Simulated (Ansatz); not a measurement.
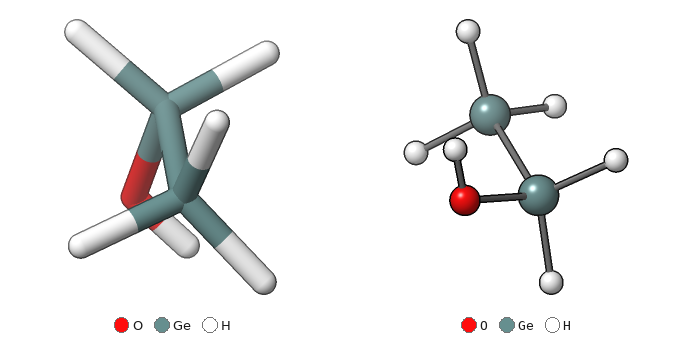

Two views of one molecule.

Identify the structure.

Formula Ge₂H₆O. As SMILES it reads `[OH][GeH2][GeH3]`. The point group is C1. Coordination: 1 O bent; 2 Ge tetrahedral.

More results for the same structure follow; atom numbers are the same in all pictures, views and colours differ. The geometry was computed by an optimisation with PBE0-D4/def2-TZVP.

**Shape**

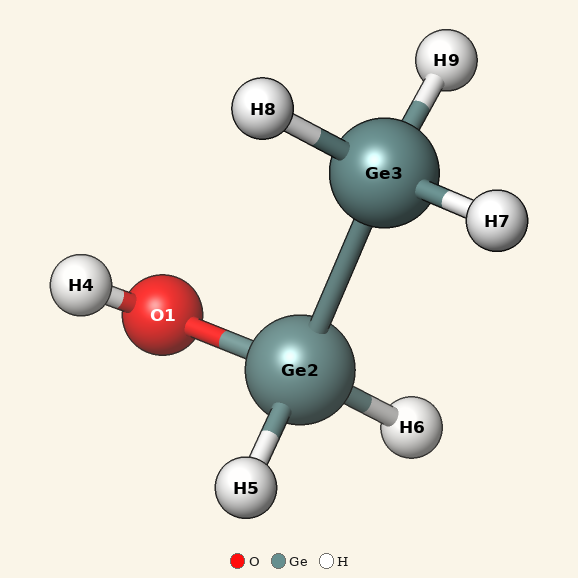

Atoms carry their numbers in the input.

What are the angles Ge2–O1–H4, O1–Ge2–Ge3, O1–Ge2–H5, O1–Ge2–H6, Ge3–Ge2–H5, Ge3–Ge2–H6, Ge2–Ge3–H7, Ge2–Ge3–H8, Ge2–Ge3–H9?

```json
{"angle": "Ge2–O1–H4", "degrees": "112.4"}
{"angle": "O1–Ge2–Ge3", "degrees": "110.1"}
{"angle": "O1–Ge2–H5", "degrees": "109.3"}
{"angle": "O1–Ge2–H6", "degrees": "103.7"}
{"angle": "Ge3–Ge2–H5", "degrees": "110.9"}
{"angle": "Ge3–Ge2–H6", "degrees": "112.5"}
{"angle": "Ge2–Ge3–H7", "degrees": "110.5"}
{"angle": "Ge2–Ge3–H8", "degrees": "109.7"}
{"angle": "Ge2–Ge3–H9", "degrees": "110.6"}
```

**Electronic properties**

Properties computed with RKS revPBE-D4/def2-TZVPP (Ansatz 0.2.0).

Question: Estimate the dispersion correction.

Answer: −41.3 kJ/mol.

Question: Estimate the HOMO energy (Kohn–Sham orbital).

Answer: −6.40 eV.

Question: What is the LUMO energy (Kohn–Sham orbital)?

Answer: −0.99 eV.

**Charges**

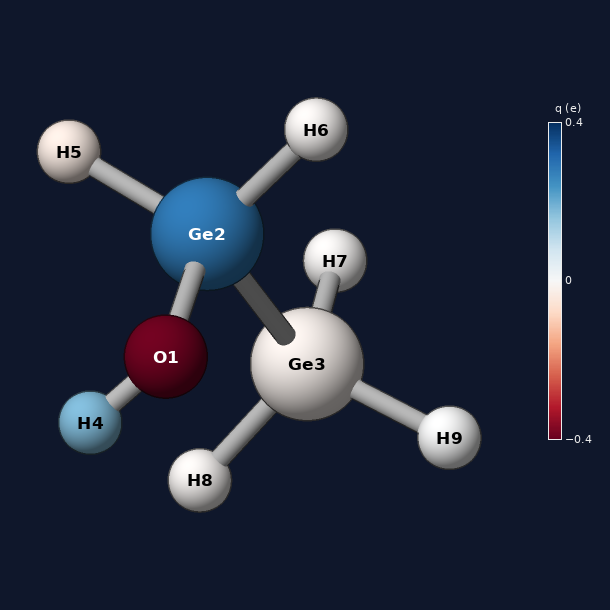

Atoms are coloured by their Mulliken charges. Method: RKS PBE-D4/def2-TZVPP (Ansatz 0.2.0).

List the Mulliken charges.

```csv
atom,value (e)
O1,−0.39
Ge2,0.28
Ge3,−0.02
H4,0.18
H5,−0.03
H6,−0.01
H7,0.00
H8,−0.01
H9,0.00
```

**Vibrations**

Harmonic vibrations computed with RKS PBE0-D4/def2-TZVP (Ansatz 0.2.0) at a stationary point of the same level.

Question: How many vibrational modes are there, and where do they lie?

Answer: 21 modes: 77, 126, 176, 266, 340, 452, 519, 671, 685, 754, 800, 867, 880, 884, 944, 2112, 2141, 2149, 2160, 2169, 3898 cm⁻¹.

Mulliken values depend strongly on the basis set and can even reverse the polarity of a bond.
